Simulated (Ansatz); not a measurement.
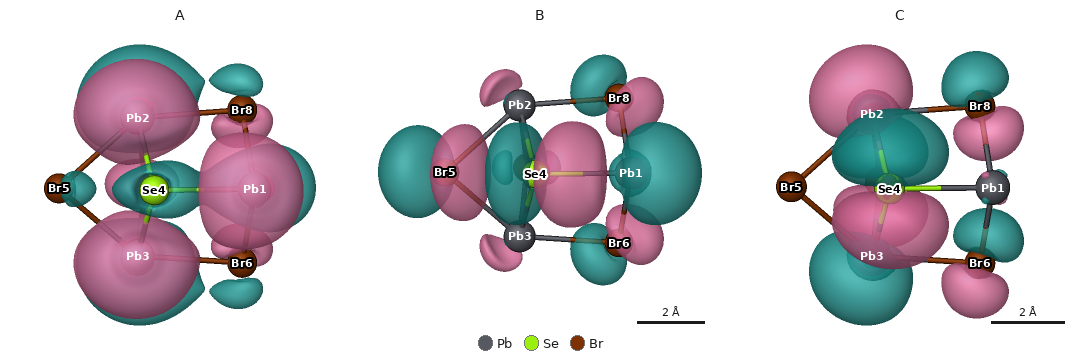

Figure 1: Br$_{4}$Pb$_{3}$Se (charge +1, doublet). Three frontier orbitals at ±0.05 Å⁻³ᐟ² (teal and pink are the two phases), in no order.

Geometry: PBE-D4/def2-SVP; core potentials replace the inner electrons of Pb.

All numbers below come from Ansatz 0.2.0, UKS PBE0-D4/def2-SVP.

Input

```
crystal:
  periodic: [false, false, false]
  atoms:
    - {symbol: Pb, position_ang: [-1.978481, 0.744494, 1.591780]}
    - {symbol: Pb, position_ang: [1.815610, 1.232694, 0.075269]}
    - {symbol: Pb, position_ang: [-0.509308, -1.468418, -1.551124]}
    - {symbol: Se, position_ang: [-0.869589, 1.370736, -1.033446]}
    - {symbol: Br, position_ang: [1.241190, 0.706916, -2.948322]}
    - {symbol: Br, position_ang: [-2.030926, -1.976814, 0.963512]}
    - {symbol: Br, position_ang: [1.788736, -1.622938, 0.138390]}
    - {symbol: Br, position_ang: [0.542779, 1.013338, 2.763941]}
basis:
  gaussian: {orbitals: def2-SVP, initial_orbitals: start.molden}
total_charge: 1
magnetization: {spin_polarized: true, initial_magnetization: 1}
hamiltonian: {xc: pbe0, dispersion: d4}
scf: {omitted_lower_state_checks: [starts]}
output: {orbitals: {seedname: orbitals}}
```

Command:

```sh
ansatz run in.yaml --threads 6 --pin off --events-out ev --progress --plain --max-ram 7833MiB
```

Which picture is the HOMO−1, the HOMO and the LUMO? All are α orbitals.

C is the HOMO−1 (α) (−11.48 eV). Its weight (Hirshfeld) is mainly on Se4 (about 40 %), Br7 (about 20 %), Pb3 (about 10 %) and Pb2 (about 10 %). B is the HOMO (α) (−10.83 eV). It lies mainly on Se4 (about 35 %), Br5 (about 30 %) and Pb1 (about 20 %). A is the LUMO (α) (−6.04 eV). Its weight (Hirshfeld) is mainly on Pb2 (about 30 %), Pb3 (about 30 %), Pb1 (about 15 %), Se4 (about 10 %) and Br7 (about 5 %).

What is the gap between the highest occupied and lowest empty α orbitals?

4.79 eV between the orbital energies.
